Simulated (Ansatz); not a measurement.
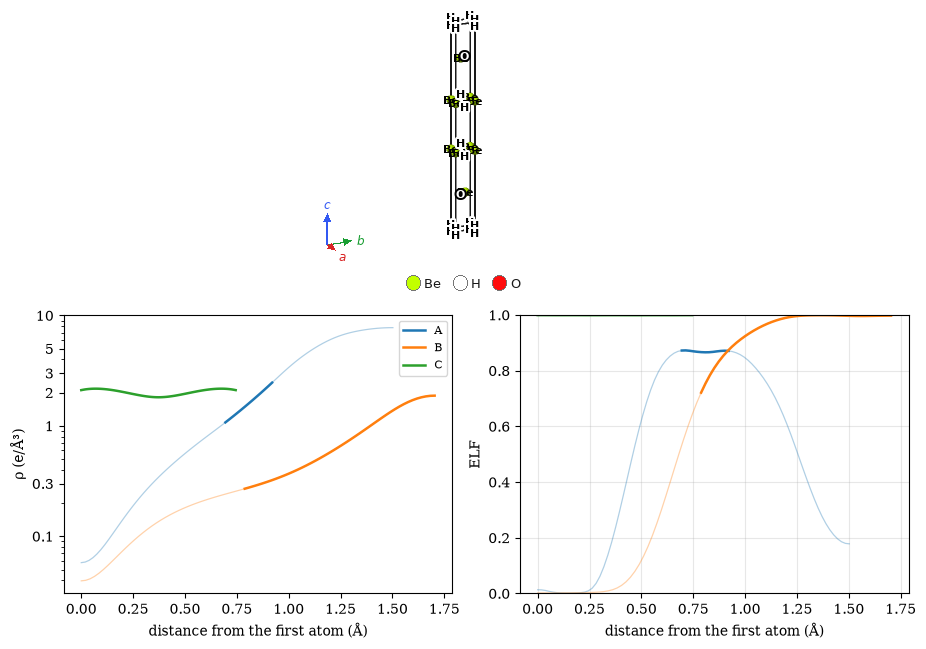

The picture shows: Be2H3O. Valence charge density (pseudo) and electron localisation function along straight lines between neighbouring atoms. Thin, pale parts lie inside the atomic spheres. The structure is drawn too.

Space group P-3m1; a generated structure, not necessarily the stable one.

Computed with DFT PBE, scalar-relativistic, plane waves, PAW (Ansatz).

Core electrons are frozen (PAW), and the valence fields are smoothed inside the atomic spheres.

### Which curve belongs to which contact (Be–H, Be–O and H–H)? The first atom named is at distance zero.

Curve A: Be–O (1.50 Å): the density is about 1.3 e/Å³ at the midpoint; the ELF peaks at about 0.85 between the atoms (a shared but strongly polarised pair). Curve B: Be–H (1.70 Å): the density is about 0.29 e/Å³ at the midpoint; the ELF climbs to about 1 towards the hydrogen. Curve C: H–H (0.74 Å): ρ at the midpoint is about 1.8 e/Å³; the ELF peaks at about 1 between the atoms.
